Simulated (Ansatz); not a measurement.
# HBrCl (doublet): PBE0, B3LYP, BHLYP over a scan of the distance Cl1–H2 along a hydrogen transfer, cc-pVDZ, part 2 of 2

Ansatz 0.2.0, Gaussian basis; cc-pVDZ, all electrons in the functionals. Earlier steps stand in the parts before.

## 14. B3LYP, 1.378 Å

File in.yaml:

```yaml
crystal:
  periodic: [false, false, false]
  atoms:
    - {symbol: Cl, position_ang: [0.000000, 0.000000, -1.511667]}
    - {symbol: H, position_ang: [0.000000, 0.000000, -0.133667]}
    - {symbol: Br, position_ang: [0.000000, 0.000000, 1.645333]}
basis:
  gaussian: {orbitals: cc-pVDZ}
magnetization: {spin_polarized: true, initial_magnetization: 1}
hamiltonian: {xc: {name: B3LYP}}
```

Started as:

```sh
$ ansatz run in.yaml --threads 1 --pin off --events-out ev --progress --plain --max-ram 2393MiB
```

Output, shortened:

```text
Functional definition: B3LYP
  name "B3LYP"
  cite "Stephens, Devlin, Chabalowski & Frisch, J. Phys. Chem. 98, 11623 (1994) doi:10.1021/j100096a001"
  cite "Becke, Phys. Rev. A 38, 3098 (1988) doi:10.1103/PhysRevA.38.3098"
  cite "Lee, Yang & Parr, Phys. Rev. B 37, 785 (1988) doi:10.1103/PhysRevB.37.785"
  cite "Vosko, Wilk & Nusair, Can. J. Phys. 58, 1200 (1980) doi:10.1139/p80-159"
[...]
557 factors; integrals over basis functions are off by at most 1.9e-3 eV
[...]
mean field -82584.49126708 eV, -3034.9240762865 hartree, gradient 6.1e-6 eV, S^2 0.754012; 13 other end points of the search recorded, 0 dependent functions left out
reference -82584.49143883 eV, -3034.9240825981 hartree; 27, 26 occupied and 23, 24 virtual orbitals, 557 factors
Total energy: -82584.49143883 eV, -3034.9240825981 hartree
```

Wall time 14 s (1 thread of Arm Neoverse V1, shared host).

From the report: ⟨S²⟩ of the determinant 0.754 (pure doublet: 0.75).

From 1.279 Å: -0.7 kJ/mol.

## 15. B3LYP, 1.428 Å

File in.yaml:

```yaml
crystal:
  periodic: [false, false, false]
  atoms:
    - {symbol: Cl, position_ang: [0.000000, 0.000000, -1.528333]}
    - {symbol: H, position_ang: [0.000000, 0.000000, -0.100333]}
    - {symbol: Br, position_ang: [0.000000, 0.000000, 1.628667]}
basis:
  gaussian: {orbitals: cc-pVDZ}
magnetization: {spin_polarized: true, initial_magnetization: 1}
hamiltonian: {xc: {name: B3LYP}}
```

Launched as before.

Output, shortened:

```text
Functional definition: B3LYP
  name "B3LYP"
  cite "Stephens, Devlin, Chabalowski & Frisch, J. Phys. Chem. 98, 11623 (1994) doi:10.1021/j100096a001"
  cite "Becke, Phys. Rev. A 38, 3098 (1988) doi:10.1103/PhysRevA.38.3098"
  cite "Lee, Yang & Parr, Phys. Rev. B 37, 785 (1988) doi:10.1103/PhysRevB.37.785"
  cite "Vosko, Wilk & Nusair, Can. J. Phys. 58, 1200 (1980) doi:10.1139/p80-159"
[...]
557 factors; integrals over basis functions are off by at most 1.8e-3 eV
[...]
mean field -82584.45135226 eV, -3034.9226094439 hartree, gradient 2.4e-6 eV, S^2 0.755108; 5 other end points of the search recorded, 0 dependent functions left out
reference -82584.45152409 eV, -3034.9226157586 hartree; 27, 26 occupied and 23, 24 virtual orbitals, 557 factors
Total energy: -82584.45152409 eV, -3034.9226157586 hartree
```

It took 8.5 s on 1 thread of Arm Neoverse V1, shared host.

From the report: ⟨S²⟩ of the determinant 0.755 (pure doublet: 0.75).

From 1.279 Å: +3.1 kJ/mol.

## 16. B3LYP, 1.478 Å

File in.yaml:

```yaml
crystal:
  periodic: [false, false, false]
  atoms:
    - {symbol: Cl, position_ang: [0.000000, 0.000000, -1.545000]}
    - {symbol: H, position_ang: [0.000000, 0.000000, -0.067000]}
    - {symbol: Br, position_ang: [0.000000, 0.000000, 1.612000]}
basis:
  gaussian: {orbitals: cc-pVDZ}
magnetization: {spin_polarized: true, initial_magnetization: 1}
hamiltonian: {xc: {name: B3LYP}}
```

Same command.

Output, shortened:

```text
Functional definition: B3LYP
  name "B3LYP"
  cite "Stephens, Devlin, Chabalowski & Frisch, J. Phys. Chem. 98, 11623 (1994) doi:10.1021/j100096a001"
  cite "Becke, Phys. Rev. A 38, 3098 (1988) doi:10.1103/PhysRevA.38.3098"
  cite "Lee, Yang & Parr, Phys. Rev. B 37, 785 (1988) doi:10.1103/PhysRevB.37.785"
  cite "Vosko, Wilk & Nusair, Can. J. Phys. 58, 1200 (1980) doi:10.1139/p80-159"
[...]
557 factors; integrals over basis functions are off by at most 1.7e-3 eV
[...]
mean field -82584.40407626 eV, -3034.9208720828 hartree, gradient 6.1e-6 eV, S^2 0.756019; 5 other end points of the search recorded, 0 dependent functions left out
reference -82584.40424826 eV, -3034.9208784037 hartree; 27, 26 occupied and 23, 24 virtual orbitals, 557 factors
Total energy: -82584.40424826 eV, -3034.9208784037 hartree
```

Run time: 8 s. Hardware: 1 thread of Arm Neoverse V1, shared host.

From the report: ⟨S²⟩ of the determinant 0.756 (pure doublet: 0.75).

From 1.279 Å: +7.7 kJ/mol.

## 17. B3LYP, 1.528 Å

File in.yaml:

```yaml
crystal:
  periodic: [false, false, false]
  atoms:
    - {symbol: Cl, position_ang: [0.000000, 0.000000, -1.561667]}
    - {symbol: H, position_ang: [0.000000, 0.000000, -0.033667]}
    - {symbol: Br, position_ang: [0.000000, 0.000000, 1.595333]}
basis:
  gaussian: {orbitals: cc-pVDZ}
magnetization: {spin_polarized: true, initial_magnetization: 1}
hamiltonian: {xc: {name: B3LYP}}
```

The command is unchanged.

Output, shortened:

```text
Functional definition: B3LYP
  name "B3LYP"
  cite "Stephens, Devlin, Chabalowski & Frisch, J. Phys. Chem. 98, 11623 (1994) doi:10.1021/j100096a001"
  cite "Becke, Phys. Rev. A 38, 3098 (1988) doi:10.1103/PhysRevA.38.3098"
  cite "Lee, Yang & Parr, Phys. Rev. B 37, 785 (1988) doi:10.1103/PhysRevB.37.785"
  cite "Vosko, Wilk & Nusair, Can. J. Phys. 58, 1200 (1980) doi:10.1139/p80-159"
[...]
557 factors; integrals over basis functions are off by at most 1.6e-3 eV
[...]
mean field -82584.35946544 eV, -3034.9192326655 hartree, gradient 6.8e-7 eV, S^2 0.756553; 5 other end points of the search recorded, 0 dependent functions left out
reference -82584.35963762 eV, -3034.9192389930 hartree; 27, 26 occupied and 23, 24 virtual orbitals, 557 factors
Total energy: -82584.35963762 eV, -3034.9192389930 hartree
```

Wall time 8 s (1 thread of Arm Neoverse V1, shared host).

From the report: ⟨S²⟩ of the determinant 0.757 (pure doublet: 0.75).

From 1.279 Å: +12.0 kJ/mol.

## 18. B3LYP, 1.577 Å

File in.yaml:

```yaml
crystal:
  periodic: [false, false, false]
  atoms:
    - {symbol: Cl, position_ang: [0.000000, 0.000000, -1.578000]}
    - {symbol: H, position_ang: [0.000000, 0.000000, -0.001000]}
    - {symbol: Br, position_ang: [0.000000, 0.000000, 1.579000]}
basis:
  gaussian: {orbitals: cc-pVDZ}
magnetization: {spin_polarized: true, initial_magnetization: 1}
hamiltonian: {xc: {name: B3LYP}}
```

Launched as before.

Output, shortened:

```text
Functional definition: B3LYP
  name "B3LYP"
  cite "Stephens, Devlin, Chabalowski & Frisch, J. Phys. Chem. 98, 11623 (1994) doi:10.1021/j100096a001"
  cite "Becke, Phys. Rev. A 38, 3098 (1988) doi:10.1103/PhysRevA.38.3098"
  cite "Lee, Yang & Parr, Phys. Rev. B 37, 785 (1988) doi:10.1103/PhysRevB.37.785"
  cite "Vosko, Wilk & Nusair, Can. J. Phys. 58, 1200 (1980) doi:10.1139/p80-159"
[...]
559 factors; integrals over basis functions are off by at most 1.1e-3 eV
[...]
mean field -82584.32207856 eV, -3034.9178587231 hartree, gradient 1.9e-6 eV, S^2 0.756538; 5 other end points of the search recorded, 0 dependent functions left out
reference -82584.32225090 eV, -3034.9178650566 hartree; 27, 26 occupied and 23, 24 virtual orbitals, 559 factors
Total energy: -82584.32225090 eV, -3034.9178650566 hartree
```

Run time: 8 s. Hardware: 1 thread of Arm Neoverse V1, shared host.

From the report: ⟨S²⟩ of the determinant 0.757 (pure doublet: 0.75).

From 1.279 Å: +15.6 kJ/mol.

## 19. B3LYP, 1.627 Å

File in.yaml:

```yaml
crystal:
  periodic: [false, false, false]
  atoms:
    - {symbol: Cl, position_ang: [0.000000, 0.000000, -1.594667]}
    - {symbol: H, position_ang: [0.000000, 0.000000, 0.032333]}
    - {symbol: Br, position_ang: [0.000000, 0.000000, 1.562333]}
basis:
  gaussian: {orbitals: cc-pVDZ}
magnetization: {spin_polarized: true, initial_magnetization: 1}
hamiltonian: {xc: {name: B3LYP}}
```

The command is unchanged.

Output, shortened:

```text
Functional definition: B3LYP
  name "B3LYP"
  cite "Stephens, Devlin, Chabalowski & Frisch, J. Phys. Chem. 98, 11623 (1994) doi:10.1021/j100096a001"
  cite "Becke, Phys. Rev. A 38, 3098 (1988) doi:10.1103/PhysRevA.38.3098"
  cite "Lee, Yang & Parr, Phys. Rev. B 37, 785 (1988) doi:10.1103/PhysRevB.37.785"
  cite "Vosko, Wilk & Nusair, Can. J. Phys. 58, 1200 (1980) doi:10.1139/p80-159"
[...]
559 factors; integrals over basis functions are off by at most 1.2e-3 eV
[...]
mean field -82584.28766877 eV, -3034.9165941868 hartree, gradient 1.8e-6 eV, S^2 0.756008; 5 other end points of the search recorded, 0 dependent functions left out
reference -82584.28784126 eV, -3034.9166005253 hartree; 27, 26 occupied and 23, 24 virtual orbitals, 559 factors
Total energy: -82584.28784126 eV, -3034.9166005253 hartree
```

Run time: 8 s. Hardware: 1 thread of Arm Neoverse V1, shared host.

From the report: ⟨S²⟩ of the determinant 0.756 (pure doublet: 0.75).

From 1.279 Å: +18.9 kJ/mol.

## 20. BHLYP, 1.189 Å

File in.yaml:

```yaml
crystal:
  periodic: [false, false, false]
  atoms:
    - {symbol: Cl, position_ang: [0.000000, 0.000000, -1.448667]}
    - {symbol: H, position_ang: [0.000000, 0.000000, -0.259667]}
    - {symbol: Br, position_ang: [0.000000, 0.000000, 1.708333]}
basis:
  gaussian: {orbitals: cc-pVDZ}
magnetization: {spin_polarized: true, initial_magnetization: 1}
hamiltonian: {xc: {name: BHLYP}}
```

The command is unchanged.

Output, shortened:

```text
Functional definition: BHLYP
  name "BHLYP"
  cite "Becke, J. Chem. Phys. 98, 1372 (1993) doi:10.1063/1.464304"
  cite "Becke, Phys. Rev. A 38, 3098 (1988) doi:10.1103/PhysRevA.38.3098"
  cite "Lee, Yang & Parr, Phys. Rev. B 37, 785 (1988) doi:10.1103/PhysRevB.37.785"
[...]
559 factors; integrals over basis functions are off by at most 1.5e-3 eV
[...]
mean field -82582.88107375 eV, -3034.8649027731 hartree, gradient 7.0e-6 eV, S^2 0.752693; 4 other end points of the search recorded, 0 dependent functions left out
reference -82582.88119151 eV, -3034.8649071007 hartree; 27, 26 occupied and 23, 24 virtual orbitals, 559 factors
Total energy: -82582.88119151 eV, -3034.8649071007 hartree
```

It took 8 s on 1 thread of Arm Neoverse V1, shared host.

From the report: ⟨S²⟩ of the determinant 0.753 (pure doublet: 0.75).

## 21. BHLYP, 1.279 Å

File in.yaml:

```yaml
crystal:
  periodic: [false, false, false]
  atoms:
    - {symbol: Cl, position_ang: [0.000000, 0.000000, -1.478600]}
    - {symbol: H, position_ang: [0.000000, 0.000000, -0.199800]}
    - {symbol: Br, position_ang: [0.000000, 0.000000, 1.678400]}
basis:
  gaussian: {orbitals: cc-pVDZ}
magnetization: {spin_polarized: true, initial_magnetization: 1}
hamiltonian: {xc: {name: BHLYP}}
```

The command is unchanged.

Output, shortened:

```text
Functional definition: BHLYP
  name "BHLYP"
  cite "Becke, J. Chem. Phys. 98, 1372 (1993) doi:10.1063/1.464304"
  cite "Becke, Phys. Rev. A 38, 3098 (1988) doi:10.1103/PhysRevA.38.3098"
  cite "Lee, Yang & Parr, Phys. Rev. B 37, 785 (1988) doi:10.1103/PhysRevB.37.785"
[...]
557 factors; integrals over basis functions are off by at most 1.8e-3 eV
[...]
mean field -82583.05273495 eV, -3034.8712112056 hartree, gradient 3.7e-6 eV, S^2 0.755350; 2 other end points of the search recorded, 0 dependent functions left out
reference -82583.05285171 eV, -3034.8712154968 hartree; 27, 26 occupied and 23, 24 virtual orbitals, 557 factors
Total energy: -82583.05285171 eV, -3034.8712154968 hartree
```

It took 6.5 s on 1 thread of Arm Neoverse V1, shared host.

From the report: ⟨S²⟩ of the determinant 0.755 (pure doublet: 0.75).

## 22. BHLYP, 1.329 Å

File in.yaml:

```yaml
crystal:
  periodic: [false, false, false]
  atoms:
    - {symbol: Cl, position_ang: [0.000000, 0.000000, -1.495333]}
    - {symbol: H, position_ang: [0.000000, 0.000000, -0.166333]}
    - {symbol: Br, position_ang: [0.000000, 0.000000, 1.661667]}
basis:
  gaussian: {orbitals: cc-pVDZ}
magnetization: {spin_polarized: true, initial_magnetization: 1}
hamiltonian: {xc: {name: BHLYP}}
```

The command is unchanged.

Output, shortened:

```text
Functional definition: BHLYP
  name "BHLYP"
  cite "Becke, J. Chem. Phys. 98, 1372 (1993) doi:10.1063/1.464304"
  cite "Becke, Phys. Rev. A 38, 3098 (1988) doi:10.1103/PhysRevA.38.3098"
  cite "Lee, Yang & Parr, Phys. Rev. B 37, 785 (1988) doi:10.1103/PhysRevB.37.785"
[...]
557 factors; integrals over basis functions are off by at most 1.8e-3 eV
[...]
mean field -82583.03999377 eV, -3034.8707429760 hartree, gradient 3.5e-6 eV, S^2 0.757295; 2 other end points of the search recorded, 0 dependent functions left out
reference -82583.04011056 eV, -3034.8707472681 hartree; 27, 26 occupied and 23, 24 virtual orbitals, 557 factors
Total energy: -82583.04011056 eV, -3034.8707472681 hartree
```

It took 6 s on 1 thread of Arm Neoverse V1, shared host.

From the report: ⟨S²⟩ of the determinant 0.757 (pure doublet: 0.75).

From 1.279 Å: +1.2 kJ/mol.

## 23. BHLYP, 1.378 Å

File in.yaml:

```yaml
crystal:
  periodic: [false, false, false]
  atoms:
    - {symbol: Cl, position_ang: [0.000000, 0.000000, -1.511667]}
    - {symbol: H, position_ang: [0.000000, 0.000000, -0.133667]}
    - {symbol: Br, position_ang: [0.000000, 0.000000, 1.645333]}
basis:
  gaussian: {orbitals: cc-pVDZ}
magnetization: {spin_polarized: true, initial_magnetization: 1}
hamiltonian: {xc: {name: BHLYP}}
```

Same command.

Output, shortened:

```text
Functional definition: BHLYP
  name "BHLYP"
  cite "Becke, J. Chem. Phys. 98, 1372 (1993) doi:10.1063/1.464304"
  cite "Becke, Phys. Rev. A 38, 3098 (1988) doi:10.1103/PhysRevA.38.3098"
  cite "Lee, Yang & Parr, Phys. Rev. B 37, 785 (1988) doi:10.1103/PhysRevB.37.785"
[...]
557 factors; integrals over basis functions are off by at most 1.9e-3 eV
[...]
mean field -82582.98628883 eV, -3034.8687693559 hartree, gradient 7.9e-6 eV, S^2 0.759996; 2 other end points of the search recorded, 0 dependent functions left out
reference -82582.98640569 eV, -3034.8687736504 hartree; 27, 26 occupied and 23, 24 virtual orbitals, 557 factors
Total energy: -82582.98640569 eV, -3034.8687736504 hartree
```

It took 4.9 s on 1 thread of Arm Neoverse V1, shared host.

From the report: ⟨S²⟩ of the determinant 0.760 (pure doublet: 0.75).

From 1.279 Å: +6.4 kJ/mol.

## 24. BHLYP, 1.428 Å

File in.yaml:

```yaml
crystal:
  periodic: [false, false, false]
  atoms:
    - {symbol: Cl, position_ang: [0.000000, 0.000000, -1.528333]}
    - {symbol: H, position_ang: [0.000000, 0.000000, -0.100333]}
    - {symbol: Br, position_ang: [0.000000, 0.000000, 1.628667]}
basis:
  gaussian: {orbitals: cc-pVDZ}
magnetization: {spin_polarized: true, initial_magnetization: 1}
hamiltonian: {xc: {name: BHLYP}}
```

Same command.

Output, shortened:

```text
Functional definition: BHLYP
  name "BHLYP"
  cite "Becke, J. Chem. Phys. 98, 1372 (1993) doi:10.1063/1.464304"
  cite "Becke, Phys. Rev. A 38, 3098 (1988) doi:10.1103/PhysRevA.38.3098"
  cite "Lee, Yang & Parr, Phys. Rev. B 37, 785 (1988) doi:10.1103/PhysRevB.37.785"
[...]
557 factors; integrals over basis functions are off by at most 1.8e-3 eV
[...]
mean field -82582.91332688 eV, -3034.8660880536 hartree, gradient 2.7e-6 eV, S^2 0.763367; 3 other end points of the search recorded, 0 dependent functions left out
reference -82582.91344384 eV, -3034.8660923520 hartree; 27, 26 occupied and 23, 24 virtual orbitals, 557 factors
Total energy: -82582.91344384 eV, -3034.8660923520 hartree
```

Run time: 4.5 s. Hardware: 1 thread of Arm Neoverse V1, shared host.

From the report: ⟨S²⟩ of the determinant 0.763 (pure doublet: 0.75).

From 1.279 Å: +13.5 kJ/mol.

## 25. BHLYP, 1.478 Å

File in.yaml:

```yaml
crystal:
  periodic: [false, false, false]
  atoms:
    - {symbol: Cl, position_ang: [0.000000, 0.000000, -1.545000]}
    - {symbol: H, position_ang: [0.000000, 0.000000, -0.067000]}
    - {symbol: Br, position_ang: [0.000000, 0.000000, 1.612000]}
basis:
  gaussian: {orbitals: cc-pVDZ}
magnetization: {spin_polarized: true, initial_magnetization: 1}
hamiltonian: {xc: {name: BHLYP}}
```

Same command.

Output, shortened:

```text
Functional definition: BHLYP
  name "BHLYP"
  cite "Becke, J. Chem. Phys. 98, 1372 (1993) doi:10.1063/1.464304"
  cite "Becke, Phys. Rev. A 38, 3098 (1988) doi:10.1103/PhysRevA.38.3098"
  cite "Lee, Yang & Parr, Phys. Rev. B 37, 785 (1988) doi:10.1103/PhysRevB.37.785"
[...]
557 factors; integrals over basis functions are off by at most 1.7e-3 eV
[...]
mean field -82582.84204163 eV, -3034.8634683689 hartree, gradient 3.5e-6 eV, S^2 0.766587; 3 other end points of the search recorded, 0 dependent functions left out
reference -82582.84215873 eV, -3034.8634726725 hartree; 27, 26 occupied and 23, 24 virtual orbitals, 557 factors
Total energy: -82582.84215873 eV, -3034.8634726725 hartree
```

Run time: 4.8 s. Hardware: 1 thread of Arm Neoverse V1, shared host.

From the report: ⟨S²⟩ of the determinant 0.767 (pure doublet: 0.75).

From 1.279 Å: +20.3 kJ/mol.

## 26. BHLYP, 1.528 Å

File in.yaml:

```yaml
crystal:
  periodic: [false, false, false]
  atoms:
    - {symbol: Cl, position_ang: [0.000000, 0.000000, -1.561667]}
    - {symbol: H, position_ang: [0.000000, 0.000000, -0.033667]}
    - {symbol: Br, position_ang: [0.000000, 0.000000, 1.595333]}
basis:
  gaussian: {orbitals: cc-pVDZ}
magnetization: {spin_polarized: true, initial_magnetization: 1}
hamiltonian: {xc: {name: BHLYP}}
```

Launched as before.

Output, shortened:

```text
Functional definition: BHLYP
  name "BHLYP"
  cite "Becke, J. Chem. Phys. 98, 1372 (1993) doi:10.1063/1.464304"
  cite "Becke, Phys. Rev. A 38, 3098 (1988) doi:10.1103/PhysRevA.38.3098"
  cite "Lee, Yang & Parr, Phys. Rev. B 37, 785 (1988) doi:10.1103/PhysRevB.37.785"
[...]
557 factors; integrals over basis functions are off by at most 1.6e-3 eV
[...]
mean field -82582.78666343 eV, -3034.8614332577 hartree, gradient 8.3e-6 eV, S^2 0.768461; 3 other end points of the search recorded, 0 dependent functions left out
reference -82582.78678069 eV, -3034.8614375670 hartree; 27, 26 occupied and 23, 24 virtual orbitals, 557 factors
Total energy: -82582.78678069 eV, -3034.8614375670 hartree
```

It took 6 s on 1 thread of Arm Neoverse V1, shared host.

From the report: ⟨S²⟩ of the determinant 0.768 (pure doublet: 0.75).

From 1.279 Å: +25.7 kJ/mol.

## 27. BHLYP, 1.577 Å

File in.yaml:

```yaml
crystal:
  periodic: [false, false, false]
  atoms:
    - {symbol: Cl, position_ang: [0.000000, 0.000000, -1.578000]}
    - {symbol: H, position_ang: [0.000000, 0.000000, -0.001000]}
    - {symbol: Br, position_ang: [0.000000, 0.000000, 1.579000]}
basis:
  gaussian: {orbitals: cc-pVDZ}
magnetization: {spin_polarized: true, initial_magnetization: 1}
hamiltonian: {xc: {name: BHLYP}}
```

The command is unchanged.

Output, shortened:

```text
Functional definition: BHLYP
  name "BHLYP"
  cite "Becke, J. Chem. Phys. 98, 1372 (1993) doi:10.1063/1.464304"
  cite "Becke, Phys. Rev. A 38, 3098 (1988) doi:10.1103/PhysRevA.38.3098"
  cite "Lee, Yang & Parr, Phys. Rev. B 37, 785 (1988) doi:10.1103/PhysRevB.37.785"
[...]
559 factors; integrals over basis functions are off by at most 1.1e-3 eV
[...]
mean field -82582.75355564 eV, -3034.8602165691 hartree, gradient 1.0e-5 eV, S^2 0.768180; 3 other end points of the search recorded, 0 dependent functions left out
reference -82582.75367305 eV, -3034.8602208835 hartree; 27, 26 occupied and 23, 24 virtual orbitals, 559 factors
Total energy: -82582.75367305 eV, -3034.8602208835 hartree
```

Run time: 6.5 s. Hardware: 1 thread of Arm Neoverse V1, shared host.

From the report: ⟨S²⟩ of the determinant 0.768 (pure doublet: 0.75).

From 1.279 Å: +28.9 kJ/mol.

## 28. BHLYP, 1.627 Å

File in.yaml:

```yaml
crystal:
  periodic: [false, false, false]
  atoms:
    - {symbol: Cl, position_ang: [0.000000, 0.000000, -1.594667]}
    - {symbol: H, position_ang: [0.000000, 0.000000, 0.032333]}
    - {symbol: Br, position_ang: [0.000000, 0.000000, 1.562333]}
basis:
  gaussian: {orbitals: cc-pVDZ}
magnetization: {spin_polarized: true, initial_magnetization: 1}
hamiltonian: {xc: {name: BHLYP}}
```

Launched as before.

Output, shortened:

```text
Functional definition: BHLYP
  name "BHLYP"
  cite "Becke, J. Chem. Phys. 98, 1372 (1993) doi:10.1063/1.464304"
  cite "Becke, Phys. Rev. A 38, 3098 (1988) doi:10.1103/PhysRevA.38.3098"
  cite "Lee, Yang & Parr, Phys. Rev. B 37, 785 (1988) doi:10.1103/PhysRevB.37.785"
[...]
559 factors; integrals over basis functions are off by at most 1.2e-3 eV
[...]
mean field -82582.73780152 eV, -3034.8596376156 hartree, gradient 1.7e-5 eV, S^2 0.765941; 3 other end points of the search recorded, 0 dependent functions left out
reference -82582.73791904 eV, -3034.8596419343 hartree; 27, 26 occupied and 23, 24 virtual orbitals, 559 factors
Total energy: -82582.73791904 eV, -3034.8596419343 hartree
```

Wall time 6.5 s (1 thread of Arm Neoverse V1, shared host).

From the report: ⟨S²⟩ of the determinant 0.766 (pure doublet: 0.75).

From 1.279 Å: +30.4 kJ/mol.

## 29. The comparison

The yardstick is UCCSDT(Q), where the cluster series has nearly closed. It comes from earlier runs at the same points. Energies in kJ/mol, counted from 1.279 Å; blanks weren't run or aren't comparable.

```tsv
level	1.189 Å	1.279 Å	1.329 Å	1.378 Å	1.428 Å	1.478 Å	1.528 Å	1.577 Å	1.627 Å
UCCSDT(Q)	16.8	0.0	1.6	7.4	15.2	22.8	28.8	32.4	34.1
PBE0	21.3	0.0	-1.5	1.0	5.5	10.5	15.2	18.9	22.3
B3LYP	22.8	0.0	-2.4	-0.7	3.1	7.7	12.0	15.6	18.9
BHLYP	16.6	0.0	1.2	6.4	13.5	20.3	25.7	28.9	30.4
```

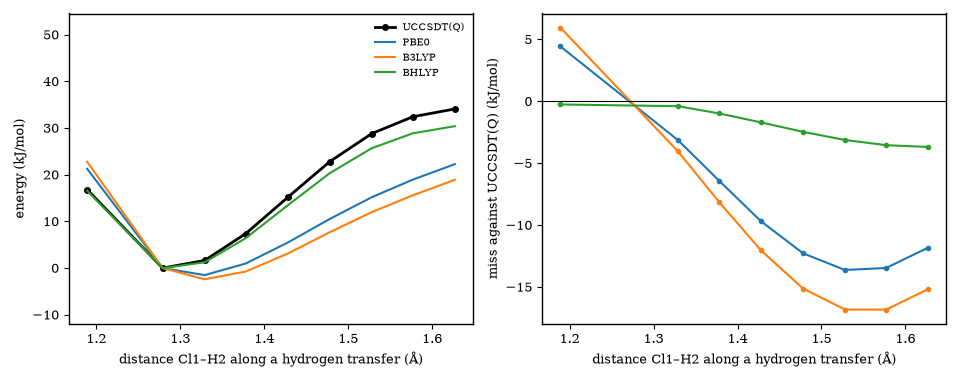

Left: the curves (the axis may cut off levels that run far away). Right: misses against UCCSDT(Q), in the same colours.

Largest miss and mean time a point (UCCSDT(Q) took 24 s a point; shared hosts):

```tsv
level	largest miss (kJ/mol)	where	time a point
PBE0	-13.6	1.528 Å	8.6 s
B3LYP	-16.8	1.577 Å	10 s
BHLYP	-3.7	1.627 Å	6 s
```

## 30. What came out

What follows sums up all 2 parts.

| quantity | value |
| --- | --- |
| span of the UCCSDT(Q) curve | 34.1 kJ/mol |
| largest miss, PBE0 | -13.6 kJ/mol (1.528 Å) |
| largest miss, B3LYP | -16.8 kJ/mol (1.577 Å) |
| largest miss, BHLYP | -3.7 kJ/mol (1.627 Å) |

What this shows: Of the functionals, BHLYP keep the smallest largest miss at the points compared (at most 3.7 kJ/mol) and B3LYP strays most (16.8 kJ/mol, at 1.577 Å). Functionals and the yardstick converge differently with the basis, so part of each miss in cc-pVDZ is the basis.
